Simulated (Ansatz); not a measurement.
# AlF2 (SMILES [F][Al][F]): UCCSD/STO-3G

Aim: the electronic atomisation energy of AlF2 at UCCSD/STO-3G, from 3 runs. 

Program for the calculation: Ansatz 0.2.0.

37 further runs of the same task are left out: 1 that didn't finish, 36 set aside as unsound or not needed.

## (1) The molecule

The species is AlF2 (3 atoms), meant as a doublet with charge 0. SMILES: `[F][Al][F]`. The coordinates come from a PBE0-D4/def2-TZVP relaxation.

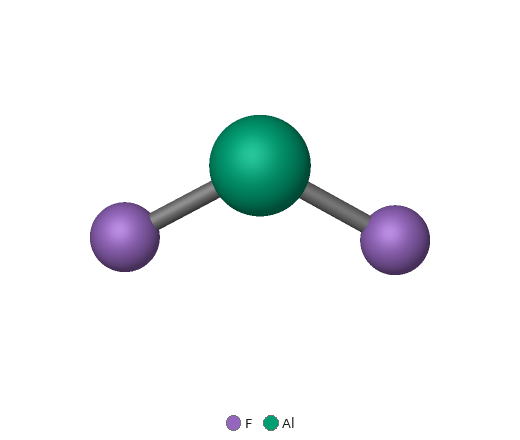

The structure, seen from a chosen angle (fluorine purple, aluminium teal).

## (2) The energy at UCCSD/STO-3G

Input file molecule.yaml:

```yaml
crystal:
  periodic: [false, false, false]
  atoms:
    - {symbol: F, position_ang: [0.533000, -1.361200, 0.136400]}
    - {symbol: Al, position_ang: [0.388700, 0.275400, 0.245200]}
    - {symbol: F, position_ang: [-0.932500, 1.021000, -0.394800]}
basis:
  gaussian:
    orbitals: STO-3G
magnetization:
  spin_polarized: true
  initial_magnetization: 1
correlation:
  method: ccsd
  frozen_orbitals: {Al: 5, F: 1}
accuracy: high
scf:
  omitted_lower_state_checks: [cluster_reference, increment]
```

Launch:

```bash
$ ansatz run molecule.yaml --threads 1 --pin off --max-ram 2610MiB --events-out events.jsonl --progress --plain --runs-dir runs
```

Log:

```text
Warning: RAYON_NUM_THREADS=1 ignored (pool sized by the plan → 1); use --threads N
Functional definition: HF
  name "HF"
  exchange = exact_x
  correlation = 0
these checks for a lower state are left out or cut short: cluster_reference, increment
332 factors; integrals over basis functions are off by at most 2.8e-8 eV
mean field evaluation 1: about -11836.5043 eV, gradient 1.7e1 eV
mean field evaluation 2: about -11836.5509 eV, gradient 1.7e1 eV
mean field evaluation 4: about -11839.7101 eV, gradient 1.4e0 eV
mean field evaluation 8: about -11839.7499 eV, gradient 2.2e-2 eV
mean field -11839.74995153 eV, -435.1027854479 hartree, gradient 4.1e-8 eV, S^2 0.758481; 0 other end points of the search recorded, 0 dependent functions left out
7 core orbitals not correlated: weight in the atoms' cores, before any rotation towards them, 1.000 or more for the frozen orbitals, at most 0.000 for the correlated occupied ones
reference -11839.74995153 eV, -435.1027854479 hartree; 9, 8 occupied and 3, 4 virtual orbitals, 332 factors
second order -1.36626671 eV of doubles, -0.00000000 eV of singles
cycle   1  -1.42136764 eV  change   -5.5e-2 eV  update   8.8e-2
cycle   2  -1.59875915 eV  change   -1.8e-1 eV  update   2.9e-2
cycle   3  -1.65057101 eV  change   -5.2e-2 eV  update   1.8e-2
cycle   4  -1.65258125 eV  change   -2.0e-3 eV  update   4.3e-3
cycle   5  -1.65368275 eV  change   -1.1e-3 eV  update   1.7e-3
cycle   6  -1.65435155 eV  change   -6.7e-4 eV  update   7.3e-4
cycle   7  -1.65415705 eV  change    1.9e-4 eV  update   2.7e-4
cycle   8  -1.65403420 eV  change    1.2e-4 eV  update   1.1e-4
cycle   9  -1.65411902 eV  change   -8.5e-5 eV  update   4.4e-5
cycle  10  -1.65410860 eV  change    1.0e-5 eV  update   1.4e-5
cycle  11  -1.65410667 eV  change    1.9e-6 eV  update   5.5e-6
cycle  12  -1.65410504 eV  change    1.6e-6 eV  update   2.0e-6
cycle  13  -1.65410488 eV  change    1.6e-7 eV  update   8.0e-7
cycle  14  -1.65410522 eV  change   -3.5e-7 eV  update   2.4e-7
cycle  15  -1.65410520 eV  change    2.6e-8 eV  update   5.8e-8
cycle  16  -1.65410518 eV  change    1.4e-8 eV  update   2.3e-8
cycle  17  -1.65410501 eV  change    1.8e-7 eV  update   7.0e-8
cycle  18  -1.65410495 eV  change    5.7e-8 eV  update   3.2e-8
cycle  19  -1.65410494 eV  change    8.1e-9 eV  update   1.1e-8
cycle  20  -1.65410494 eV  change   -4.3e-9 eV  update   5.4e-9
cycle  21  -1.65410495 eV  change   -1.2e-9 eV  update   2.0e-9
Total energy: -11841.40405647 eV, -435.1635726835 hartree
Checks for a lower state left out: cluster_reference, increment
```

Wall time 0.32 s (1 thread of Arm Neoverse V1, shared host).

## (3) The Al atom at the same level

Input file job.yaml:

```yaml
crystal:
  periodic: [false, false, false]
  atoms:
    - {symbol: Al, position_ang: [0.000000, 0.000000, 0.000000]}
basis:
  gaussian:
    orbitals: STO-3G
accuracy: high
correlation:
  method: ccsd
  frozen_orbitals: {Al: 5}
scf:
  omitted_lower_state_checks: [cluster_reference, increment]
magnetization:
  spin_polarized: true
  initial_magnetization: 1
```

Run the same way, it converges to -238.88392 Eh (log not shown).

## (4) The F atom

Input file run.yaml:

```yaml
crystal:
  periodic: [false, false, false]
  atoms:
    - {symbol: F, position_ang: [0.000000, 0.000000, 0.000000]}
basis:
  gaussian: {orbitals: STO-3G}
magnetization: {spin_polarized: true, initial_magnetization: 1}
correlation: {method: ccsd, frozen_orbitals: {F: 1}}
accuracy: high
scf: {omitted_lower_state_checks: [cluster_reference, increment]}
```

Run the same way, it converges to -97.98651 Eh (log not shown).

## (5) What came out

At UCCSD/STO-3G, 7 core orbitals frozen:

```
                                             quantity          value
                               molecule: total energy  -435.16357 Eh
molecule: correlation energy (7 core orbitals frozen)      -60.8 mEh
          molecule: ⟨S²⟩ of the reference determinant          0.758
                              molecule: T1 diagnostic          0.020
                                Al atom: total energy  -238.88392 Eh
 Al atom: correlation energy (5 core orbitals frozen)      -25.6 mEh
           Al atom: ⟨S²⟩ of the reference determinant          0.750
                               Al atom: T1 diagnostic          0.000
                                 F atom: total energy   -97.98651 Eh
   F atom: correlation energy (1 core orbital frozen)        0.0 mEh
            F atom: ⟨S²⟩ of the reference determinant          0.750
                                F atom: T1 diagnostic          0.000
                        electronic atomisation energy       8.344 eV
```

**Reading.** Taking the molecule apart into free atoms costs 8.34 eV (192 kcal/mol), before zero-point energy and without spin-orbit coupling. In a minimal basis such a difference can be off by several eV, whatever the method.
